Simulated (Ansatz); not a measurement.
Cost against accuracy: kpoints.mp_grid.grid for Si2CaCu2 (I4/mmm, 5 atoms in the cell)

```
CELL_PARAMETERS angstrom
     -2.02000     2.02000     5.00000
      2.02000    -2.02000     5.00000
      2.02000     2.02000    -5.00000
ATOMIC_POSITIONS crystal
  Si 0.38400 0.38400 0.00000
  Si 0.61600 0.61600 0.00000
  Ca 0.00000 0.00000 0.00000
  Cu 0.75000 0.25000 0.50000
  Cu 0.25000 0.75000 0.50000
```

Computed with LDA (PW92), default PAW files made with PBE (plane waves; Ansatz, a quantum-chemistry and plane-wave program).

Base settings: kpoints.mp_grid.grid = 11 11 11; hamiltonian.xc = lda; hamiltonian.pseudopotentials = {kind: paw} (the program's default PAW files); scf.occupations.method = methfessel_paxton; scf.occupations.width = 0.1 eV.

Misses are taken against the tightest run, 28 28 28, which need not be fully converged itself. The energy is the free energy per atom.

The count of work is k-points × plane waves × bands × iterations; it is no time, and leaves out set-up, grids and terms that scale otherwise. Core times come from one kind of shared machine and are given to one figure; runs under 30 s give none.

The starting cell comes from a database of published, mostly measured structures (it also holds non-ambient and calculated ones), without a prior relaxation at this level. Spin polarisation is off. In the base run, with a pressure of about -7 GPa the cell is away from its equilibrium volume at this level. Ansatz's pressure includes its estimate of the finite-basis (Pulay) stress.

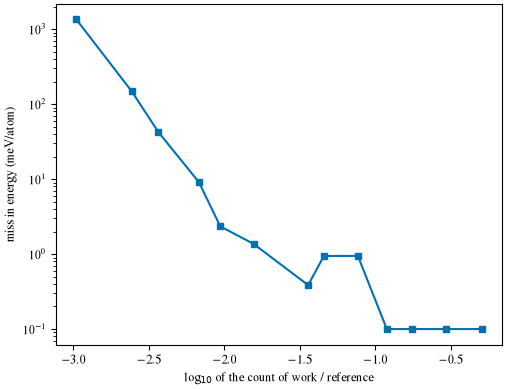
Fig. 1. Miss against the count of work; the reference run is not drawn, and misses under 0.1 meV/atom are drawn there.

| kpoints.mp_grid.grid | energy less reference (meV/atom) | pressure less reference (GPa) | largest difference in the force on any atom (eV/Å) | count of work / reference | core time / reference (rough) |
|---|---|---|---|---|---|
| 1 1 1 | 1356.74 | 2.82 | 2.285 | 0.0010 | – |
| 2 2 2 | 148.14 | -0.64 | 0.666 | 0.0024 | – |
| 3 3 3 | 42.54 | -0.28 | 0.503 | 0.0037 | – |
| 4 4 4 | -9.12 | -0.12 | 0.180 | 0.0068 | – |
| 5 5 5 | 2.35 | -0.16 | 0.067 | 0.0094 | – |
| 6 6 6 | 1.37 | -0.01 | 0.033 | 0.016 | – |
| 8 8 8 | 0.39 | -0.03 | 0.045 | 0.036 | – |
| 9 9 9 | 0.94 | 0.02 | 0.038 | 0.046 | – |
| 11 11 11 | 0.95 | 0.04 | 0.012 | 0.077 | – |
| 13 13 13 | -0.03 | 0.00 | 0.006 | 0.12 | – |
| 15 15 15 | -0.09 | 0.00 | 0.000 | 0.18 | 0.2 |
| 18 18 18 | -0.03 | -0.01 | 0.003 | 0.29 | 0.2 |
| 22 22 22 | 0.04 | 0.00 | 0.001 | 0.51 | 0.4 |
| 28 28 28 | 0.00 | 0.00 | 0.000 | 1.0 | 1 |

Coarsest setting among those run that, with all tighter ones, holds the energy within 20 meV/atom of the reference: 4 4 4, off by 9.1 meV/atom; it needs 0.0068 of the reference's count of work.

Coarsest setting among those run that, with all tighter ones, holds the energy within 5 meV/atom of the reference: 5 5 5, off by 2.3 meV/atom; it needs 0.0094 of the reference's count of work.

The step from 1 1 1 to 3 3 3: it takes the miss in the energy from 1400 to 43 meV/atom, for 3.5 times the count of work.

Keys are those of Ansatz 0.2.
